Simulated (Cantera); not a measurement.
Input: 1 mol SiF4, 27 mol NO, 1.1 mol H2, at 0.0500 bar.

These are equilibrium values from Cantera (NASA tables, ideal gas, pure condensed phases), not measurements of a reactor. Candidate condensed phases: H2O, Si, SiO2, Si2N2O, Si3N4; 58 gas species. The tables' values for SiF3 are old estimates; treat these amounts as uncertain. The tables hold silica as quartz up to 1696 K and as liquid above; real silica turns to tridymite and cristobalite and melts near 1996 K. Rates play no part.

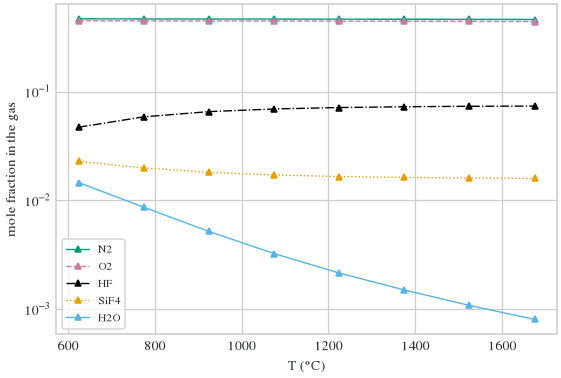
Equilibrium gas composition (values under 1e-9 drawn at 1e-9)

From 625 °C to 1375 °C the condensed part is SiO2(β-quartz). From 1525 °C to 1675 °C the condensed part is SiO2(condensed). The main Si-bearing gas is SiF4 throughout. The share of Si in condensed phases is highest at 1675 °C (53.6 %) and lowest at 625 °C (33.9 %).
